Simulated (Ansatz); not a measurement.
# U-revPBE/def2-SVP (core potential) run of InNH3 (SMILES [NH2][InH])

What is the electronic atomisation energy of InNH3 at U-revPBE/def2-SVP (core potential)? 

The calculation is run with Ansatz 0.2.0.

41 further runs of the same task are left out: 41 set aside as unsound or not needed.

### 1 The structure to begin with

InNH3: 5 atoms, total charge 0, spin state doublet. As SMILES, `[NH2][InH]`. The coordinates come from a PBE0-D4/def2-TZVP relaxation. This is one conformer, not always the lowest.

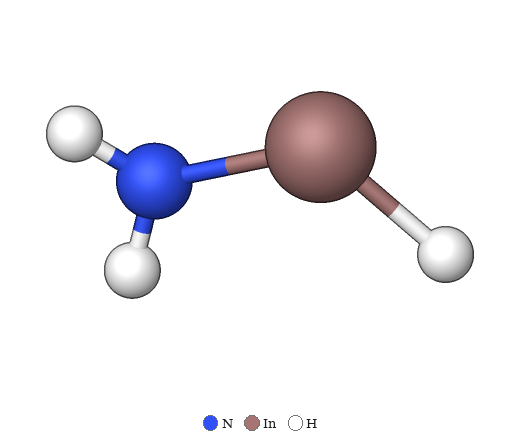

Viewed from a chosen angle; nitrogen blue, indium brown, hydrogen white.

### 2 The energy at U-revPBE/def2-SVP (core potential)

in.yaml reads:

```yaml
crystal:
  periodic: [false, false, false]
  atoms:
    - {symbol: N, position_ang: [-0.299400, -0.736500, 0.264700]}
    - {symbol: In, position_ang: [0.846600, 0.946400, 0.296000]}
    - {symbol: H, position_ang: [-0.846800, -0.960800, -0.554700]}
    - {symbol: H, position_ang: [0.017600, -1.585600, 0.707600]}
    - {symbol: H, position_ang: [0.331900, 2.262600, -0.755100]}
basis:
  gaussian:
    orbitals: def2-SVP
magnetization:
  spin_polarized: true
  initial_magnetization: 1
hamiltonian:
  xc: {name: revPBE}
accuracy: high
output: {orbitals: {seedname: orbitals}}
```

Command:

```
$ ansatz run in.yaml --threads 1 --pin off --max-ram 3480MiB --events-out events.jsonl --progress --plain --runs-dir runs
```

Log:

```text
Warning: RAYON_NUM_THREADS=1 ignored (pool sized by the plan → 1); use --threads N
Functional definition: revPBE
  name "revPBE"
  parameter kappa = 1.245
  parameter beta = 0.06672455060314922
  exchange = pbe_x(kappa = kappa, mu = beta*pi^2/3)
  correlation = pbe_c(beta = beta)
1332 factors; integrals over basis functions are off by at most 2.7e-9 eV
mean field evaluation 1: about -6701.2823 eV, gradient 4.7e1 eV
mean field evaluation 2: about -6621.6847 eV, gradient 1.0e2 eV
mean field evaluation 4: about -6710.5468 eV, gradient 8.6e0 eV
mean field evaluation 8: about -6711.3038 eV, gradient 1.9e-1 eV
mean field evaluation 16: about -6711.3040 eV, gradient 3.0e-5 eV
mean field -6711.30399297 eV, -246.6358726566 hartree, gradient 2.6e-8 eV, S^2 0.752743; 0 other end points of the search recorded, 0 dependent functions left out
reference -6711.30399741 eV, -246.6358728197 hartree; 16, 15 occupied and 39, 40 virtual orbitals, 1332 factors
Total energy: -6711.30399741 eV, -246.6358728197 hartree
```

It took 4.8 s on 1 thread of Arm Neoverse V1, shared host; peak memory 0.18 GiB.

### 3 The H atom

molecule.yaml reads:

```yaml
crystal:
  periodic: [false, false, false]
  atoms:
    - symbol: H
      position_ang: [0.000000, 0.000000, 0.000000]
basis:
  gaussian: {orbitals: def2-SVP}
magnetization: {spin_polarized: true, initial_magnetization: 1}
hamiltonian: {xc: {name: revPBE}}
accuracy: high
```

Command:

```
$ ansatz run molecule.yaml --threads 1 --pin off --max-ram 3480MiB --events-out events.jsonl --progress --plain --runs-dir runs
```

Log, shortened:

```text
Warning: RAYON_NUM_THREADS=1 ignored (pool sized by the plan → 1); use --threads N
[... 6 set-up lines as earlier in the session ...]
15 factors; integrals over basis functions are off by at most 8.9e-10 eV
mean field evaluation 1: about -13.6910 eV, gradient 3.7e-1 eV
mean field evaluation 2: about -13.6908 eV, gradient 3.7e-1 eV
mean field evaluation 4: about -13.6926 eV, gradient 1.8e-5 eV
mean field evaluation 8: about -13.6926 eV, gradient 2.2e-10 eV
mean field -13.69257262 eV, -0.5031927628 hartree, gradient 1.5e-10 eV, S^2 0.750000; 0 other end points of the search recorded, 0 dependent functions left out
reference -13.69257487 eV, -0.5031928452 hartree; 1, 0 occupied and 4, 5 virtual orbitals, 15 factors
Total energy: -13.69257487 eV, -0.5031928452 hartree
```

Run time: 0.12 s. Hardware: 1 thread of Arm Neoverse V1, shared host.

### 4 The In atom

run.yaml reads:

```yaml
crystal:
  periodic: [false, false, false]
  atoms:
    - {symbol: In, position_ang: [0.000000, 0.000000, 0.000000]}
basis:
  gaussian:
    orbitals: def2-SVP
magnetization:
  spin_polarized: true
  initial_magnetization: 1
hamiltonian:
  xc: {name: revPBE}
accuracy: high
```

Run the same way, it converges to -190.16523 Eh (log not shown).

### 5 The N atom

run.yaml reads:

```yaml
crystal:
  periodic: [false, false, false]
  atoms:
    - {symbol: N, position_ang: [0.000000, 0.000000, 0.000000]}
basis:
  gaussian:
    orbitals: def2-SVP
total_charge: 0
magnetization:
  spin_polarized: true
  initial_magnetization: 3
accuracy: high
hamiltonian:
  xc: {name: revPBE}
```

Run the same way, it converges to -54.52246 Eh (log not shown).

### 6 Summary of results

At U-revPBE/def2-SVP (core potential):

| quantity | value |
| --- | --- |
| molecule: total energy | -246.63587 Eh |
| molecule: HOMO energy (highest over α and β) | -4.45 eV |
| molecule: LUMO energy (lowest over α and β) | -3.32 eV |
| molecule: ⟨S²⟩ | 0.753 |
| H atom: total energy | -0.50319 Eh |
| H atom: ⟨S²⟩ | 0.750 |
| In atom: total energy | -190.16523 Eh |
| In atom: ⟨S²⟩ | 0.752 |
| N atom: total energy | -54.52246 Eh |
| N atom: ⟨S²⟩ | 3.752 |
| electronic atomisation energy | 11.935 eV |

In words: Taking the molecule apart into free atoms costs 11.94 eV (1152 kJ/mol), before zero-point energy and without spin-orbit coupling.
